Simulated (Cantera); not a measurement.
Input: 1 mol Nb₂O₅, a varied amount of H₂, 5.2 mol H₂O, at 1423 K and 0.0550 bar.

Equilibrium computed with Cantera from the NASA thermochemical tables; the gas is ideal and each condensed phase is pure. Candidate condensed phases: H₂O, Nb, NbO, NbO₂, Nb₂O₅; 12 gas species. Condensed phases not in the tables: the oxides between NbO₂ and Nb₂O₅. The numbers say what is thermodynamically allowed, not how fast it happens.

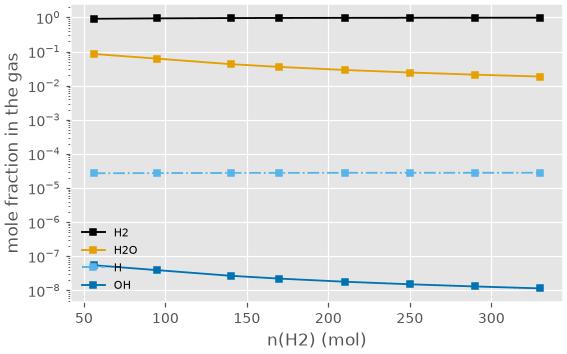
Fig. 1. Equilibrium gas composition (values under 1e-9 drawn at 1e-9)

Question: Read off the mole fractions at 250 mol H₂.

Answer: H₂ about 0.98, H₂O about 0.024, H about 2.8e-5, OH about 1.5e-8.
